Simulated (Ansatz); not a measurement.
```xyz
10
Lattice="3.7376 0.0000 0.0000 0.0000 3.7376 0.0000 0.0000 0.0000 11.9949" Properties=species:S:1:pos:R:3 pbc="T T T"
Ge    0.0000    0.0000    4.7672
Ge    1.8688    1.8688   10.7647
Ge    0.0000    0.0000    7.2276
Ge    1.8688    1.8688    1.2302
F     0.0000    0.0000    0.0000
F     1.8688    1.8688    5.9974
Zn    0.0000    1.8688    2.9987
Zn    1.8688    0.0000    8.9961
Zn    1.8688    0.0000    2.9987
Zn    0.0000    1.8688    8.9961
```

Space group I4/mmm; built by placing these elements on a known structure type; computed without spin polarisation.

Method: DFT, PAW plane waves, r2SCAN (Ansatz 0.2.0).

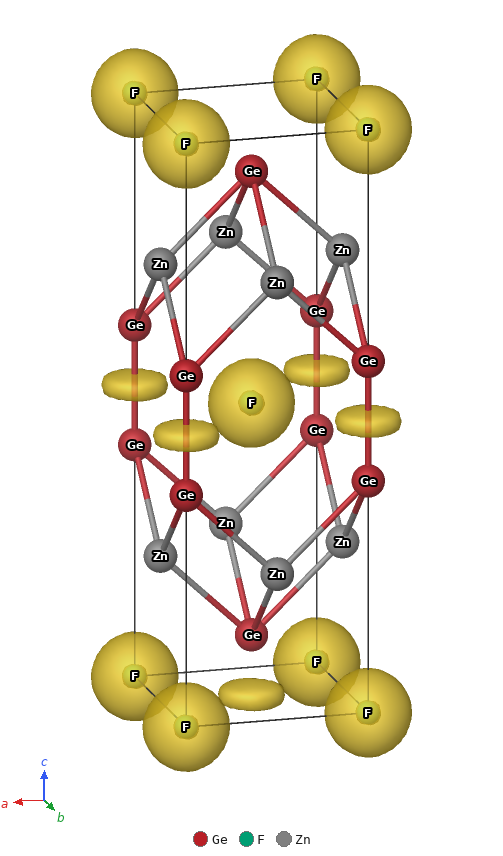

Zn2Ge2F. Isosurface of the electron localisation function at 0.65 (yellow), seen at an oblique angle. Core shells and regions of very low density are left out. Sticks mark near contacts.

Core electrons are frozen (PAW), and the valence fields are smoothed inside the atomic spheres.

Identify the bonds, lone pairs and shells in this picture.

Answer. The surface consists of two regions between bonded Ge–Ge atoms and two regions wrapped around F (the valence shell of each), counted in one cell of 10 atoms. Any copies at cell faces, edges or corners count once.

Values along the shortest contacts:
Ge–Ge (2.46 Å): the ELF peaks at about 0.80 between the atoms. Zn–Ge (2.57 Å): the ELF reaches about 0.55 near the midpoint.
